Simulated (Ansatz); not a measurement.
# ClFGeHO (SMILES [O][GeH]([F])[Cl]) (doublet): what the fields show

The calculation's input:

```
crystal:
  periodic: [false, false, false]
  atoms:
    - { symbol: O, position_ang: [-0.6331, -0.0111, 1.6756] }
    - { symbol: Ge, position_ang: [0.073, 0.0254, 0.0428] }
    - { symbol: F, position_ang: [0.0628, 1.6638, -0.6133] }
    - { symbol: Cl, position_ang: [-0.9845, -1.2445, -1.2838] }
    - { symbol: H, position_ang: [1.5317, -0.5072, 0.1373] }
basis:
  gaussian:
    orbitals: def2-SVP
hamiltonian:
  xc:
    name: wB97
magnetization:
  spin_polarized: true
  initial_magnetization: 1.0
output:
  orbitals: {}
  forces: true
```

Launched as:

```sh
python
```

Not at a stationary point (largest force 1.2 eV/Å).

Computed with SCF wB97, Gaussian basis in Ansatz 0.2.0.

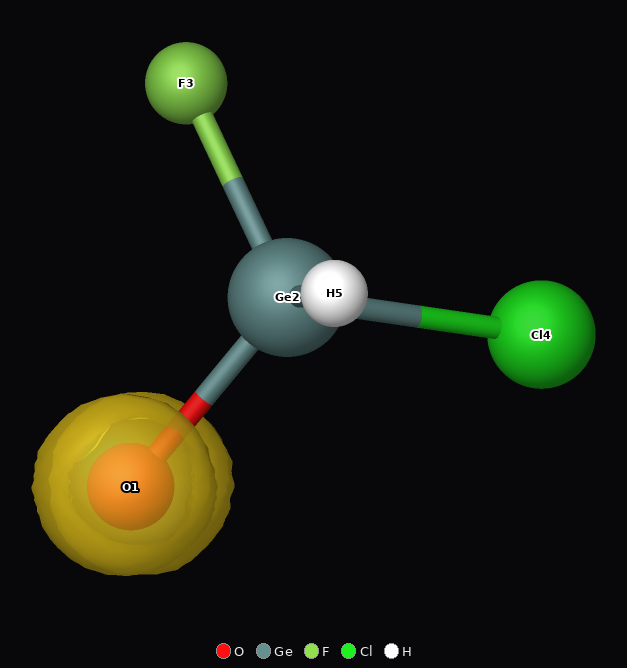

Figure 1. Isosurface of the spin density at +0.1 e/Å³ (yellow), seen at a tilt.

Where is the unpaired spin?

Answer. The unpaired spin (1 electron) lies mostly on O1 (about 0.9), in electrons by Hirshfeld's partition.

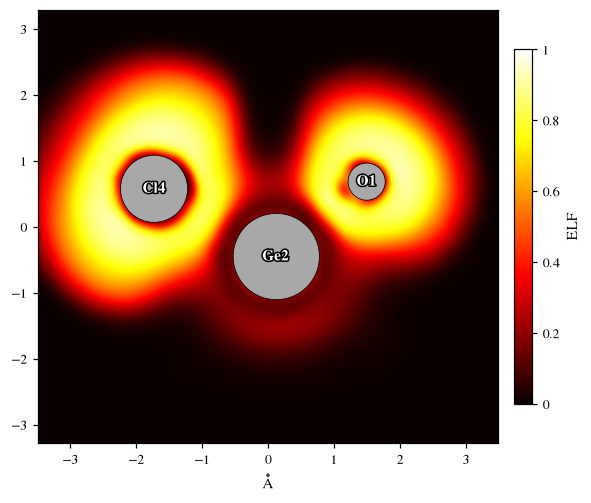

Figure 2. Electron localisation function on the plane of atoms O1, Ge2 and Cl4. Grey discs cover the atomic cores.

Describe what can be read from this map.

Answer. Atoms in the plane: O, Ge and Cl. Ge–O (1.78 Å): the ELF peaks at about 0.85 in the valence shell of O, 0.6 Å from its nucleus, and is about 0.40 at the midpoint. Ge–Cl (2.12 Å): the ELF peaks at about 0.85 in the valence shell of Cl, 0.8 Å from its nucleus, and is about 0.70 at the midpoint. The ELF also peaks beside Cl4 and O1, away from the bonds: non-bonding electrons, paired or unpaired.

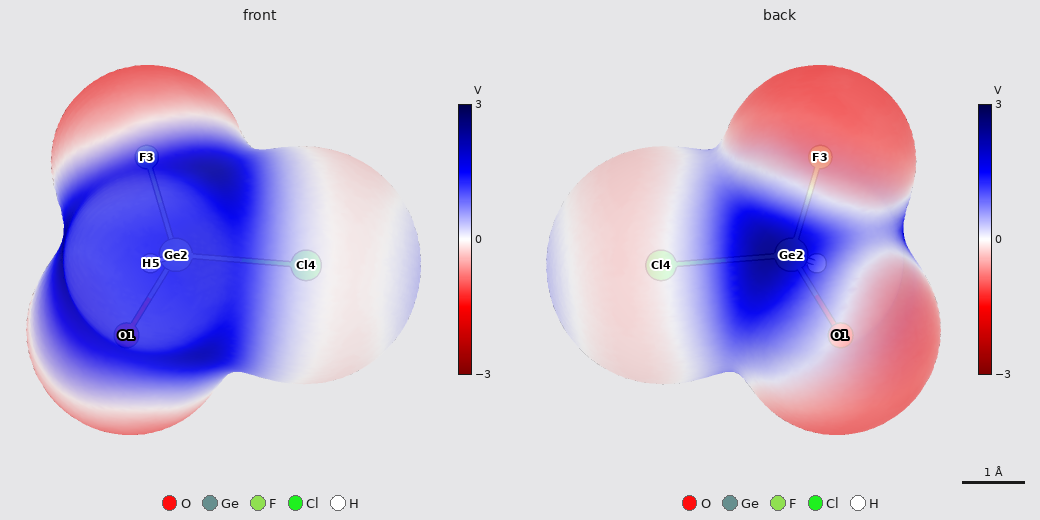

Figure 3. The electrostatic potential painted on the density surface at 0.002 e/bohr³, seen from the front and from behind; red is negative and blue positive.

Which sites attract a positive test charge, and which a negative one?

Answer. A positive charge is drawn to the negative regions and a negative charge to the positive ones. The most negative region (about −1.0 V, or −23 kcal/mol for a unit charge) lies over F3, the most positive (about +2.3 V, or +53 kcal/mol for a unit charge) over Ge2.
